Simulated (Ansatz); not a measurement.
## Run report: Zr3O5, geometry relaxation

The run: geometry relaxation of Zr3O5. Method and program: RKS PBE0-D4/def2-SVP (Ansatz 0.2.0).

The geometry: GFN1-xTB start. Figures and captions count atoms from 1; the log counts them from 0 in places.

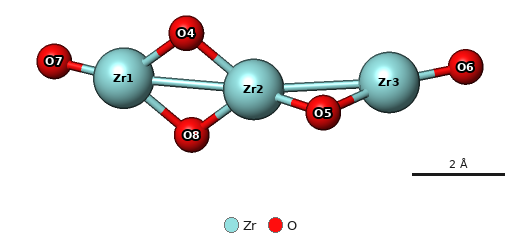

**Figure 1.** The structure as given in the input (ball-and-stick view, seen at a tilt; atoms are numbered from 1 in the order of the input). Sticks mark near contacts. Bond lengths as drawn: O–Zr 1.76 to 1.95 Å and Zr–Zr 2.95 to 2.97 Å.

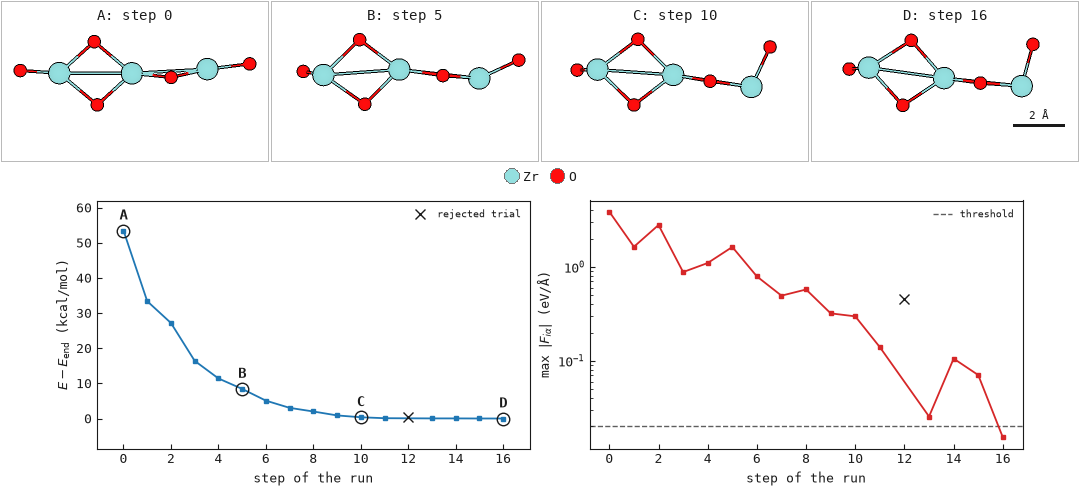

**Figure 2.** Frames of the relaxation (ball-and-stick view, seen at a tilt) above the curves, on which the letters mark them (the first geometry is step 0 here and step 1 in the log).

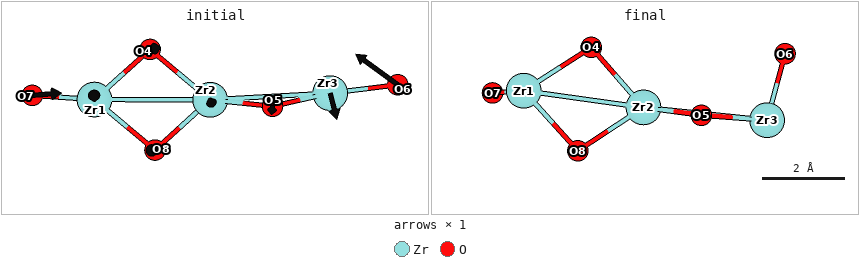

**Figure 3.** Before (left) and after (right) the relaxation, at one scale (ball-and-stick view, seen at a tilt). The black arrows give the displacements, at true length. The largest move after the best rigid fit is that of O6, 1.30 Å. Largest moves by element: O 1.30 Å, Zr 0.69 Å. Among the contacts that change: Zr2–Zr3 2.968 → 3.069 Å, Zr3–O5 1.901 → 1.991 Å, Zr1–O8 1.950 → 2.001 Å, Zr1–Zr2 2.946 → 2.984 Å. Among the angles that change: Zr2–Zr3–O6 163.4° → 98.5°, O5–Zr3–O6 157.0° → 105.8°, Zr2–Zr1–O7 164.7° → 115.6°. The energy falls by 53.5 kcal/mol in 16 geometry steps. Largest force component: 3.9 eV/Å at the start, 0.015 eV/Å at the end. The line search rejected the trial step at point 12 (counted from 0) and went back. (Atoms are counted from 1 in the order of the input.)

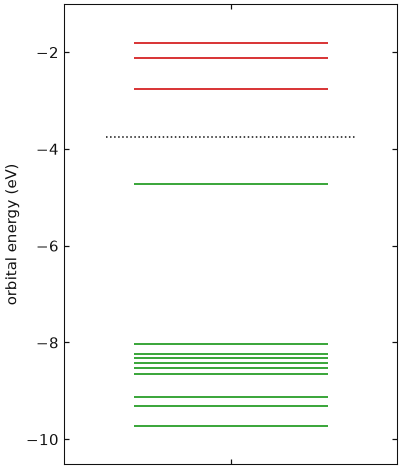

**Figure 4.** Orbital energies near the frontier; the dotted line parts filled from empty levels, and levels within 0.02 eV of each other stand side by side. Highest filled −4.72 eV, lowest empty −2.77 eV, 1.95 eV apart.

The input that produced these results follows, with the program's output.

## The input
```yaml
crystal:
  periodic: [false, false, false]
  atoms:
    - {symbol: Zr, position_ang: [0.711790, -2.664860, -0.210740]}
    - {symbol: Zr, position_ang: [0.233710, 0.222930, 0.118530]}
    - {symbol: Zr, position_ang: [-0.988910, 2.927110, 0.154670]}
    - {symbol: O, position_ang: [0.057010, -1.414910, 1.135750]}
    - {symbol: O, position_ang: [0.644200, 2.050000, 0.577760]}
    - {symbol: O, position_ang: [-2.114830, 4.271490, 0.004200]}
    - {symbol: O, position_ang: [0.552840, -4.384830, -0.560940]}
    - {symbol: O, position_ang: [0.904190, -1.006930, -1.219230]}
basis:
  gaussian: {orbitals: def2-SVP}
hamiltonian: {xc: pbe0, dispersion: d4}
scf: {lower_state_search: "off"}
output: {orbitals: {seedname: orbitals}}
relax: {f_tol: 0.02, max_steps: 100}
```

Command:
```bash
ansatz run in.yaml --threads 4 --pin off --events-out ev --progress --plain --max-ram 8704MiB
```

## The program's output
```
Functional definition: PBE0
  name "PBE0"
  cite "Adamo & Barone, J. Chem. Phys. 110, 6158 (1999) doi:10.1063/1.478522"
  cite "Perdew, Burke & Ernzerhof, Phys. Rev. Lett. 77, 3865 (1996) doi:10.1103/PhysRevLett.77.3865"
  parent pbe
  parameter a = 0.25
  parameter kappa = 0.804
  parameter beta = 0.06672455060314922
  exchange = (1 - a)*pbe_x(kappa = kappa, mu = beta*pi^2/3) + a*exact_x
  correlation = pbe_c(beta = beta)
these checks for a lower state are left out or cut short: stability, starts, cluster_reference, orbital_swaps, neighbouring_geometries, increment
1758 factors; integrals over basis functions are off by at most 2.9e-4 eV
mean field evaluation 1: about -14026.6720 eV, gradient 1.4e2 eV
mean field evaluation 2: about -13487.3404 eV, gradient 4.2e2 eV
mean field evaluation 4: about -13669.7710 eV, gradient 2.3e2 eV
mean field evaluation 8: about -14062.9019 eV, gradient 7.6e0 eV
mean field evaluation 16: about -14063.1501 eV, gradient 2.7e-2 eV
mean field evaluation 32: about -14063.1501 eV, gradient 1.7e-6 eV
mean field -14063.15007525 eV, -516.8112329198 hartree, gradient 1.8e-6 eV, S^2 0.000000; 0 other end points of the search recorded, 0 dependent functions left out
the calculation of the forces begins
reference -14063.15012591 eV, -516.8112347817 hartree; 38, 38 occupied and 125, 125 virtual orbitals, 1758 factors
relax step   1: F+E_penalty+E_count = -14063.42512258 eV  Δ(F+E_penalty+E_count) = +0.000e0 eV  max|allowed force component| = 3.869e0 eV/Å  Δτ_max = 0.0000 Å  (29 SCF iters, accepted)
these checks for a lower state are left out or cut short: stability, starts, cluster_reference, orbital_swaps, neighbouring_geometries, increment
1758 factors; integrals over basis functions are off by at most 3.2e-4 eV
mean field -14064.03165877 eV, -516.8436305166 hartree, gradient 1.9e-6 eV, S^2 0.000000; 0 other end points of the search recorded, 0 dependent functions left out
[... from here on the field's lines of each further geometry are left out, up to the last ...]
relax step   2: F+E_penalty+E_count = -14064.29649030 eV  Δ(F+E_penalty+E_count) = -8.714e-1 eV  max|allowed force component| = 1.640e0 eV/Å  Δτ_max = 0.1946 Å  (36 SCF iters, accepted)
relax step   3: F+E_penalty+E_count = -14064.56563836 eV  Δ(F+E_penalty+E_count) = -2.691e-1 eV  max|allowed force component| = 2.796e0 eV/Å  Δτ_max = 0.1949 Å  (35 SCF iters, accepted)
relax step   4: F+E_penalty+E_count = -14065.03244777 eV  Δ(F+E_penalty+E_count) = -4.668e-1 eV  max|allowed force component| = 8.821e-1 eV/Å  Δτ_max = 0.2000 Å  (32 SCF iters, accepted)
relax step   5: F+E_penalty+E_count = -14065.24956323 eV  Δ(F+E_penalty+E_count) = -2.171e-1 eV  max|allowed force component| = 1.102e0 eV/Å  Δτ_max = 0.1996 Å  (33 SCF iters, accepted)
relax step   6: F+E_penalty+E_count = -14065.37864297 eV  Δ(F+E_penalty+E_count) = -1.291e-1 eV  max|allowed force component| = 1.632e0 eV/Å  Δτ_max = 0.1997 Å  (33 SCF iters, accepted)
relax step   7: F+E_penalty+E_count = -14065.52350257 eV  Δ(F+E_penalty+E_count) = -1.449e-1 eV  max|allowed force component| = 7.928e-1 eV/Å  Δτ_max = 0.2000 Å  (32 SCF iters, accepted)
relax step   8: F+E_penalty+E_count = -14065.61242542 eV  Δ(F+E_penalty+E_count) = -8.892e-2 eV  max|allowed force component| = 4.945e-1 eV/Å  Δτ_max = 0.2000 Å  (32 SCF iters, accepted)
relax step   9: F+E_penalty+E_count = -14065.65744313 eV  Δ(F+E_penalty+E_count) = -4.502e-2 eV  max|allowed force component| = 5.756e-1 eV/Å  Δτ_max = 0.2000 Å  (33 SCF iters, accepted)
relax step  10: F+E_penalty+E_count = -14065.70587064 eV  Δ(F+E_penalty+E_count) = -4.843e-2 eV  max|allowed force component| = 3.205e-1 eV/Å  Δτ_max = 0.1999 Å  (31 SCF iters, accepted)
relax step  11: F+E_penalty+E_count = -14065.72851957 eV  Δ(F+E_penalty+E_count) = -2.265e-2 eV  max|allowed force component| = 2.978e-1 eV/Å  Δτ_max = 0.2000 Å  (32 SCF iters, accepted)
relax step  12: F+E_penalty+E_count = -14065.74017107 eV  Δ(F+E_penalty+E_count) = -1.165e-2 eV  max|allowed force component| = 1.399e-1 eV/Å  Δτ_max = 0.1568 Å  (33 SCF iters, accepted)
relax step  13: F+E_penalty+E_count = -14065.72839961 eV  Δ(F+E_penalty+E_count) = +1.177e-2 eV  max|allowed force component| = 4.528e-1 eV/Å  Δτ_max = 0.1206 Å  (34 SCF iters, rejected (line search))
relax step  14: F+E_penalty+E_count = -14065.74277447 eV  Δ(F+E_penalty+E_count) = -2.603e-3 eV  max|allowed force component| = 2.554e-2 eV/Å  Δτ_max = 0.0589 Å  (27 SCF iters, accepted)
relax step  15: F+E_penalty+E_count = -14065.74280593 eV  Δ(F+E_penalty+E_count) = -3.147e-5 eV  max|allowed force component| = 1.057e-1 eV/Å  Δτ_max = 0.1000 Å  (26 SCF iters, accepted)
the calculation of the forces begins
reference -14065.45251921 eV, -516.8958461747 hartree; 38, 38 occupied and 125, 125 virtual orbitals, 1758 factors
relax step  16: F+E_penalty+E_count = -14065.74378689 eV  Δ(F+E_penalty+E_count) = -9.810e-4 eV  max|allowed force component| = 7.061e-2 eV/Å  Δτ_max = 0.0152 Å  (29 SCF iters, accepted)
these checks for a lower state are left out or cut short: stability, starts, cluster_reference, orbital_swaps, neighbouring_geometries, increment
1758 factors; integrals over basis functions are off by at most 2.9e-4 eV
mean field evaluation 160: about -14065.4525 eV, gradient 1.3e-6 eV
mean field -14065.45253686 eV, -516.8958468234 hartree, gradient 5.0e-6 eV, S^2 0.000000; 0 other end points of the search recorded, 0 dependent functions left out
the calculation of the forces begins
reference -14065.45258550 eV, -516.8958486111 hartree; 38, 38 occupied and 125, 125 virtual orbitals, 1758 factors
relax step  17: F+E_penalty+E_count = -14065.74397972 eV  Δ(F+E_penalty+E_count) = -1.928e-4 eV  max|allowed force component| = 1.534e-2 eV/Å  Δτ_max = 0.0117 Å  (30 SCF iters, accepted)
Total energy: -14065.74402836 eV, -516.9065589386 hartree
Atom 0 at     1.063506    -2.538342     0.190295 Å, force    -0.004003     0.015337    -0.004684 eV/Å
Atom 1 at     0.038597     0.233734    -0.221367 Å, force     0.003480    -0.012236     0.001606 eV/Å
Atom 2 at    -0.942977     3.128542    -0.497306 Å, force     0.006797    -0.005339    -0.006746 eV/Å
Atom 3 at    -0.017658    -1.177174     1.146252 Å, force     0.001314     0.000947     0.000156 eV/Å
Atom 4 at     0.646212     2.044958     0.017595 Å, force    -0.007081     0.010477     0.003413 eV/Å
Atom 5 at    -1.949399     3.195485     0.917424 Å, force     0.001035    -0.002058     0.004614 eV/Å
Atom 6 at     0.026180    -3.818904    -0.387680 Å, force    -0.002074    -0.002999    -0.000980 eV/Å
Atom 7 at     1.135539    -1.068299    -1.165213 Å, force     0.000531    -0.004129     0.002622 eV/Å
Dipole moment:     1.311246    -0.044691    -0.187714 e Å
Checks for a lower state left out: stability, starts, cluster_reference, orbital_swaps, neighbouring_geometries, increment
```

## Trajectory as extended XYZ (Å, eV, eV/Å), 17 frames, from step=1 to step=17
```
8
Properties=species:S:1:pos:R:3:forces:R:3 step=1 energy=-14063.42512
Zr    0.7118   -2.6649   -0.2107    1.4499  -1.8746   0.2232
Zr    0.2337    0.2229    0.1185    0.2598  -1.0255  -0.1058
Zr   -0.9889    2.9271    0.1547   -3.8692   1.1668  -1.2140
O     0.0570   -1.4149    1.1358   -1.0301   0.4273   1.6904
O     0.6442    2.0500    0.5778    3.5199  -0.1802   1.2347
O    -2.1148    4.2715    0.0042   -0.0213   1.1016   0.2109
O     0.5528   -4.3848   -0.5609   -0.4947  -0.6678  -0.2988
O     0.9042   -1.0069   -1.2192    0.1858   1.0525  -1.7406
8
Properties=species:S:1:pos:R:3:forces:R:3 step=2 energy=-14064.29649
Zr    0.8877   -2.7289   -0.1577    0.3844  -1.4719  -0.1124
Zr    0.3178    0.1633    0.1381   -0.1805   0.1760  -0.0295
Zr   -1.1457    2.9579    0.0961   -1.0261   0.3879  -0.3428
O     0.0494   -1.4664    1.1853    0.0726  -0.1499  -0.2204
O     0.6194    2.0715    0.5754   -0.2511   0.4384   0.0086
O    -2.1117    4.4586    0.0424    1.1508  -0.8080   0.2832
O     0.4497   -4.4158   -0.6044   -0.0792   1.6405   0.2511
O     0.9334   -1.0400   -1.2752   -0.0709  -0.2129   0.1623
8
Properties=species:S:1:pos:R:3:forces:R:3 step=3 energy=-14064.56564
Zr    1.0696   -2.7638   -0.0970   -1.5555  -1.2537  -0.7767
Zr    0.3019    0.1588    0.1337   -0.0359  -0.7769  -0.1232
Zr   -1.2863    2.8708    0.0124   -0.3523   1.8496   0.2051
O     0.1082   -1.4899    1.1769    0.5086  -0.3209  -0.2787
O     0.5331    2.0921    0.5498   -1.2545   0.4838  -0.3666
O    -1.9993    4.5299    0.1065    1.3855  -2.3408   0.0526
O     0.2959   -4.3273   -0.6462    1.0536   2.7965   0.8630
O     0.9769   -1.0706   -1.2360    0.2504  -0.4376   0.4245
8
Properties=species:S:1:pos:R:3:forces:R:3 step=4 energy=-14065.03245
Zr    1.1348   -2.7435   -0.0706   -0.1722   0.4796   0.0310
Zr    0.2521    0.1137    0.1133    0.0047  -0.5685  -0.0651
Zr   -1.3417    2.8253   -0.0328    0.0934   0.3785   0.0322
O     0.1372   -1.5157    1.1941    0.3968   0.0128  -0.2751
O     0.4430    2.0558    0.5120   -0.8821   0.3006  -0.2727
O    -1.8760    4.4892    0.1520    0.5599  -0.6705   0.1192
O     0.2426   -4.1348   -0.6344   -0.1283   0.1666  -0.0172
O     1.0079   -1.0901   -1.2336    0.1279  -0.0991   0.4478
8
Properties=species:S:1:pos:R:3:forces:R:3 step=5 energy=-14065.24956
Zr    1.1608   -2.7432   -0.0259   -0.0865   0.0992  -0.0964
Zr    0.2171    0.0816    0.1220   -0.0718  -0.0788   0.0802
Zr   -1.3301    2.8375   -0.2317    0.0290   0.8641   0.0900
O     0.1960   -1.5159    1.2458    0.1827  -0.0482  -0.1755
O     0.3695    2.0411    0.4233   -0.5638   0.1511  -0.2223
O    -1.8421    4.4314    0.3218    0.4686  -1.1016  -0.0507
O     0.1752   -4.0301   -0.6765   -0.0408   0.1238   0.1148
O     1.0536   -1.1023   -1.1787    0.0825  -0.0097   0.2601
8
Properties=species:S:1:pos:R:3:forces:R:3 step=6 energy=-14065.37864
Zr    1.2164   -2.7096   -0.0284    0.0006   0.2321   0.0781
Zr    0.0674    0.0444    0.1468    0.0388   0.1544   0.0350
Zr   -1.2476    2.8945   -0.4044   -0.2516   1.4695   0.6566
O     0.2357   -1.5463    1.2773    0.0581  -0.0290  -0.0681
O     0.3146    1.9962    0.3972   -0.2533  -0.2299  -0.2501
O    -1.7824    4.3686    0.4311    0.5131  -1.6316  -0.5921
O     0.2092   -3.9759   -0.6683   -0.1374  -0.1386   0.0260
O     0.9868   -1.0719   -1.1514    0.0317   0.1732   0.1147
8
Properties=species:S:1:pos:R:3:forces:R:3 step=7 energy=-14065.52350
Zr    1.2177   -2.6683   -0.0042    0.0085   0.1256   0.1640
Zr   -0.0146    0.0477    0.0851   -0.0880   0.2464   0.0087
Zr   -1.1639    2.9544   -0.4818   -0.2239   0.7463   0.2884
O     0.1992   -1.5027    1.2612    0.0632  -0.1687  -0.0188
O     0.3285    1.9536    0.3289    0.0531  -0.1052  -0.0774
O    -1.7846    4.2182    0.5630    0.2470  -0.7928  -0.3215
O     0.2136   -3.9616   -0.6018   -0.0592  -0.0279  -0.0104
O     1.0041   -1.0412   -1.1503   -0.0009  -0.0236  -0.0329
8
Properties=species:S:1:pos:R:3:forces:R:3 step=8 energy=-14065.61242
Zr    1.2095   -2.6332    0.0270   -0.0213   0.1027   0.0514
Zr   -0.0561    0.0690    0.0469   -0.0969   0.2652  -0.0877
Zr   -1.0668    3.0151   -0.5319   -0.2585   0.4440   0.2479
O     0.1634   -1.4629    1.2527    0.0358  -0.1253   0.0608
O     0.3843    1.9447    0.2733    0.1350  -0.1305  -0.0248
O    -1.8296    4.0460    0.6543    0.2064  -0.4945  -0.2740
O     0.2185   -3.9413   -0.5613   -0.0449  -0.0480   0.0094
O     0.9768   -1.0373   -1.1608    0.0444  -0.0136   0.0168
8
Properties=species:S:1:pos:R:3:forces:R:3 step=9 energy=-14065.65744
Zr    1.1805   -2.5910    0.0580    0.0928  -0.0887   0.0864
Zr   -0.0698    0.1019    0.0011    0.0077   0.4592   0.0626
Zr   -1.0186    3.0048   -0.5504   -0.3099   0.5756   0.4247
O     0.1167   -1.4074    1.2481    0.0318  -0.0742  -0.0339
O     0.4773    1.9522    0.2188   -0.0788  -0.2820  -0.1018
O    -1.8626    3.8605    0.7213    0.2839  -0.4692  -0.4254
O     0.1920   -3.9003   -0.5317   -0.0655  -0.0690  -0.0016
O     0.9844   -1.0207   -1.1652    0.0380  -0.0518  -0.0110
8
Properties=species:S:1:pos:R:3:forces:R:3 step=10 energy=-14065.70587
Zr    1.1452   -2.5930    0.1162    0.0250   0.0104   0.0328
Zr   -0.0231    0.1382   -0.0849   -0.0726   0.2183  -0.0605
Zr   -1.0098    3.0633   -0.5349   -0.1530   0.2095   0.3186
O     0.0556   -1.3402    1.2080    0.0520  -0.0674   0.0142
O     0.5259    1.9765    0.1190   -0.0630   0.0180   0.0008
O    -1.9055    3.6943    0.8238    0.2349  -0.2832  -0.3205
O     0.1450   -3.8878   -0.4888   -0.0404  -0.0444   0.0054
O     1.0668   -1.0513   -1.1584    0.0170  -0.0612   0.0092
8
Properties=species:S:1:pos:R:3:forces:R:3 step=11 energy=-14065.72852
Zr    1.1203   -2.5720    0.1267    0.0378  -0.0475   0.0575
Zr   -0.0143    0.1743   -0.1127   -0.0034   0.1264  -0.1067
Zr   -0.9487    3.1129   -0.5352   -0.2295   0.0276   0.2978
O     0.0513   -1.2900    1.2012   -0.0098  -0.0050   0.0013
O     0.5719    1.9971    0.0978    0.0226  -0.0171   0.0170
O    -1.9464    3.4994    0.8423    0.2289  -0.1168  -0.2772
O     0.1054   -3.8693   -0.4512   -0.0341  -0.0223   0.0025
O     1.0605   -1.0525   -1.1688   -0.0126   0.0547   0.0079
8
Properties=species:S:1:pos:R:3:forces:R:3 step=12 energy=-14065.74017
Zr    1.0911   -2.5572    0.1714   -0.0556   0.0377   0.0629
Zr    0.0209    0.2030   -0.1955   -0.0628   0.0643   0.0211
Zr   -0.9674    3.1177   -0.5134    0.1399  -0.0840   0.0166
O    -0.0103   -1.2260    1.1540    0.0665  -0.0238  -0.0305
O     0.6034    2.0212    0.0494   -0.0650   0.0581  -0.0470
O    -1.9328    3.3575    0.9077   -0.0513  -0.0106   0.0298
O     0.0681   -3.8470   -0.4096    0.0008  -0.0144  -0.0166
O     1.1269   -1.0692   -1.1639    0.0277  -0.0273  -0.0363
8
Properties=species:S:1:pos:R:3:forces:R:3 step=13 energy=-14065.72840 accepted=F
Zr    1.0670   -2.5512    0.1794    0.2154  -0.0393  -0.1702
Zr    0.0263    0.2217   -0.1834    0.0899   0.0479  -0.0218
Zr   -0.9170    3.1414   -0.4849   -0.1017   0.1152  -0.4528
O     0.0313   -1.1983    1.1830   -0.1831   0.0868   0.0166
O     0.6439    2.0379    0.0256    0.1393  -0.2090   0.1830
O    -1.9878    3.2558    0.8735   -0.0656  -0.0173   0.2985
O     0.0471   -3.8347   -0.4215   -0.0924  -0.0227   0.0724
O     1.0892   -1.0727   -1.1717   -0.0018   0.0385   0.0742
8
Properties=species:S:1:pos:R:3:forces:R:3 step=14 energy=-14065.74277
Zr    1.0809   -2.5499    0.1750    0.0047   0.0255   0.0047
Zr    0.0215    0.2157   -0.2006    0.0138  -0.0249   0.0116
Zr   -0.9474    3.1222   -0.5057   -0.0203   0.0241  -0.0001
O    -0.0039   -1.2084    1.1554   -0.0100   0.0042   0.0019
O     0.6224    2.0281    0.0441    0.0029  -0.0062   0.0023
O    -1.9484    3.3009    0.9028    0.0147  -0.0196  -0.0071
O     0.0566   -3.8408   -0.4029   -0.0143  -0.0050  -0.0001
O     1.1183   -1.0679   -1.1681    0.0086   0.0019  -0.0132
8
Properties=species:S:1:pos:R:3:forces:R:3 step=15 energy=-14065.74281
Zr    1.0645   -2.5388    0.1901    0.0112  -0.0158  -0.0063
Zr    0.0391    0.2286   -0.2253   -0.0352   0.0850  -0.0014
Zr   -0.9384    3.1412   -0.4926   -0.0317  -0.0951   0.1057
O    -0.0176   -1.1780    1.1475    0.0232   0.0084  -0.0675
O     0.6425    2.0407    0.0186   -0.0233   0.0209  -0.0003
O    -1.9563    3.2023    0.9172    0.0808   0.0008  -0.0957
O     0.0302   -3.8235   -0.3841   -0.0008   0.0053   0.0020
O     1.1360   -1.0726   -1.1714   -0.0241  -0.0094   0.0636
8
Properties=species:S:1:pos:R:3:forces:R:3 step=16 energy=-14065.74379
Zr    1.0656   -2.5389    0.1899   -0.0162   0.0386  -0.0125
Zr    0.0355    0.2323   -0.2236    0.0110  -0.0467   0.0143
Zr   -0.9422    3.1272   -0.4973   -0.0444   0.0136   0.0687
O    -0.0181   -1.1780    1.1447    0.0043  -0.0037  -0.0052
O     0.6444    2.0415    0.0223   -0.0099   0.0169  -0.0042
O    -1.9501    3.2072    0.9180    0.0530  -0.0100  -0.0706
O     0.0309   -3.8221   -0.3869    0.0002   0.0004   0.0009
O     1.1341   -1.0692   -1.1670    0.0021  -0.0092   0.0086
8
Properties=species:S:1:pos:R:3:forces:R:3 step=17 energy=-14065.74398
Zr    1.0635   -2.5383    0.1903   -0.0040   0.0153  -0.0047
Zr    0.0386    0.2337   -0.2214    0.0035  -0.0122   0.0016
Zr   -0.9430    3.1285   -0.4973    0.0068  -0.0053  -0.0067
O    -0.0177   -1.1772    1.1463    0.0013   0.0009   0.0002
O     0.6462    2.0450    0.0176   -0.0071   0.0105   0.0034
O    -1.9494    3.1955    0.9174    0.0010  -0.0021   0.0046
O     0.0262   -3.8189   -0.3877   -0.0021  -0.0030  -0.0010
O     1.1355   -1.0683   -1.1652    0.0005  -0.0041   0.0026
```

## Summary

| quantity | value |
| --- | --- |
| outcome | converged |
| total energy | −14065.7440 eV |
| mean-field energy | −14065.4526 eV |
| dispersion energy | −0.2914 eV |
| HOMO | −4.72 eV |
| LUMO | −2.77 eV |
| largest force (length of the vector) at the end | 0.017 eV/Å |
| dipole moment | 6.37 D |
| hardware | 4 threads of Intel Xeon @ 2.50GHz, 180 GiB of memory available, shared host |
| wall time | 2.5 min (CPU time 8.8 min) |
| peak memory | 0.49 GiB |
